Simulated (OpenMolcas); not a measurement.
# TlI (thallium iodide) at MP2/def2-SV(P) (core potential)

What is the energy change on altering one bond length of TlI (thallium iodide) at MP2/def2-SV(P) (core potential)? 

The calculation is run with OpenMolcas 26.06.

### 1 The structure to begin with

The species is TlI (2 atoms), meant as a singlet with charge 0. As SMILES, `[I][Tl]`. Geometry: a GFN2-xTB relaxation, a rough one for these elements and not checked as a minimum.

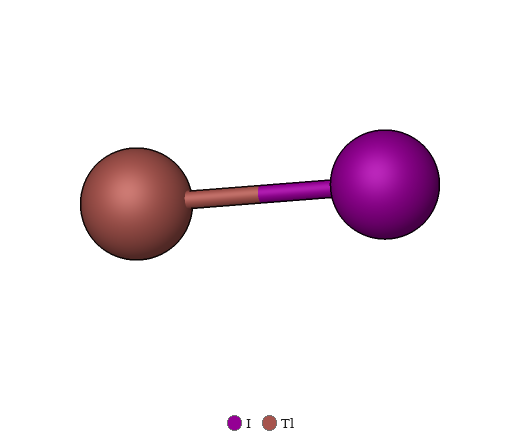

Viewed from a chosen angle; iodine purple, thallium brown.

### 2 Energy and forces at MP2/def2-SV(P) (core potential)

job.inp

```
* ITl MP2
&GATEWAY
BasLib = $CurrDir
Coord
2
bohr
I      0.00000000     0.00000000     0.00000000
Tl     0.00000000     0.00000000     5.33669996
Basis = def2-SVP
Group = NoSym
&SEWARD
&SCF
PrOrbitals = 0
&MBPT2
Frozen = 8
Grdt
&ALASKA
```

The basis set def2-SV(P) is read from a file made from the Basis Set Exchange's data (not shown).

Run with:

```bash
export MOLCAS_MEM=1860
pymolcas job.inp > job.log
```

Standard output:

```text
--- Start Module: gateway ---
[...]
--- Stop Module: gateway /rc=_RC_ALL_IS_WELL_ ---
[...]
      Basis functions           52
[...]
       Convergence after  10 Iterations
[...]
::    Total SCF energy                               -468.2539996062
[...]
      Total spin, S                                     0.0000000000
[...]
      Total electronic charge=   46.000000
      Total            charge=   -0.000000
[...]
--- Start Module: mbpt2 ---
[...]
WARNING!
Default frozen orbitals as non valence orbitals is overwritten by user input.
Default values:   0
[...]
       Reference weight ( Cref**2 )         =        0.91333
::    Total MBPT2 energy                             -468.4351156514
[...]
      Dipole Moment (debye):
      Origin of the operator (angstrom)=    0.0000    0.0000    1.7442
                   X= -2.2378E-16               Y= -4.4162E-17               Z=  4.2046E+00           Total=  4.2046E+00
      Quadrupole Moment (debye*angstrom):
[...]
      Total MBPT2 calculations                           0.24      0.29
--- Stop Module: mbpt2 /rc=_RC_ALL_IS_WELL_ ---
--- Start Module: alaska ---
[...]
 *              Molecular gradients               *
 **************************************************
  Irreducible representation: a
 ------------------------------------------------------------------------------------------
                              X                       Y                       Z
 ------------------------------------------------------------------------------------------
  I1                1.10988204333666E-18   -7.17510821557981E-18    6.34639891255162E-03
  TL2              -1.10988204333666E-18    7.17510821558021E-18   -6.34639891255162E-03
 ------------------------------------------------------------------------------------------
--- Stop Module: alaska /rc=_RC_ALL_IS_WELL_ ---
[...]
```

Wall time 2.2 s (1 thread of AMD EPYC 9R45 (Zen 5), shared host); peak memory 0.38 GiB.

### 3 The distorted shape at the same level

job.inp

```
&GATEWAY
BASLIB = $CurrDir
COORD
2
bohr
I      0.00000000     0.00000000    -8.00495545
Tl     0.00000000     0.00000000     5.33669996
BASIS = def2-SVP
GROUP = NoSym
&SEWARD
&SCF
PRORBITALS = 0
&MBPT2
FROZEN = 8
GRDT
&ALASKA
```

The basis set def2-SV(P) is read from a file made from the Basis Set Exchange's data (not shown).

Run with:

```bash
export MOLCAS_MEM=1860
pymolcas job.inp > job.log
```

Standard output:

```text
--- Start Module: gateway ---
[...]
--- Stop Module: gateway /rc=_RC_ALL_IS_WELL_ ---
[...]
      Basis functions           52
[...]
       Convergence after  13 Iterations
[...]
::    Total SCF energy                               -468.1315095140
[...]
      Total spin, S                                     0.0000000000
[...]
      Total electronic charge=   46.000000
      Total            charge=   -0.000000
[...]
--- Start Module: mbpt2 ---
[...]
WARNING!
Default frozen orbitals as non valence orbitals is overwritten by user input.
Default values:   0
[...]
       Reference weight ( Cref**2 )         =        0.92143
::    Total MBPT2 energy                             -468.2955530833
[...]
      Dipole Moment (debye):
      Origin of the operator (angstrom)=    0.0000    0.0000    0.1244
                   X= -6.3621E-16               Y=  1.6425E-15               Z=  2.4538E+01           Total=  2.4538E+01
      Quadrupole Moment (debye*angstrom):
[...]
      Total MBPT2 calculations                           0.24      0.29
--- Stop Module: mbpt2 /rc=_RC_ALL_IS_WELL_ ---
--- Start Module: alaska ---
[...]
 *              Molecular gradients               *
 **************************************************
  Irreducible representation: a
 ------------------------------------------------------------------------------------------
                              X                       Y                       Z
 ------------------------------------------------------------------------------------------
  I1                7.91262453065072E-18   -2.64375579079180E-17   -6.59506609874505E-03
  TL2              -7.91262453065072E-18    2.64375579079179E-17    6.59506609874594E-03
 ------------------------------------------------------------------------------------------
--- Stop Module: alaska /rc=_RC_ALL_IS_WELL_ ---
[...]
```

It took 2 s on 1 thread of AMD EPYC 9R45 (Zen 5), shared host; peak memory 0.38 GiB.

### 4 What came out

At MP2/def2-SV(P) (core potential), 8 core orbitals frozen:

| quantity | value |
| --- | --- |
| first shape: total energy | -468.43512 Eh |
| first shape: dipole moment (mean-field density) | 4.84 D |
| first shape: HOMO energy (Hartree–Fock orbitals) | -8.76 eV |
| first shape: LUMO energy (Hartree–Fock orbitals) | 0.43 eV |
| first shape: HOMO–LUMO gap (Hartree–Fock orbitals) | 9.20 eV |
| first shape: correlation energy (8 core orbitals frozen) | -181.1 mEh |
| first shape: largest force on an atom | 0.326 eV/Å |
| distorted shape: total energy | -468.29555 Eh |
| distorted shape: dipole moment (mean-field density) | 31.30 D |
| distorted shape: HOMO energy (Hartree–Fock orbitals) | -5.06 eV |
| distorted shape: LUMO energy (Hartree–Fock orbitals) | -2.58 eV |
| distorted shape: HOMO–LUMO gap (Hartree–Fock orbitals) | 2.48 eV |
| distorted shape: correlation energy (8 core orbitals frozen) | -164.0 mEh |
| distorted shape: largest force on an atom | 0.339 eV/Å |
| energy change with the I1–Tl2 bond stretched from 2.824 to 7.060 Å | 3.798 eV |

In words: One bond (distorted shape) is far stretched, which a spin-restricted single reference describes badly; perturbation theory on it can break down and give far too much correlation. With the I1–Tl2 bond stretched from 2.824 to 7.060 Å the energy rises by 3.80 eV (88 kcal/mol). The first shape isn't relaxed at this level, so the change isn't measured from a minimum. A restricted reference can't describe the breaking bond well at this length. The largest force (first shape) is 0.33 eV/Å: the shape isn't a stationary point for this species at this level.
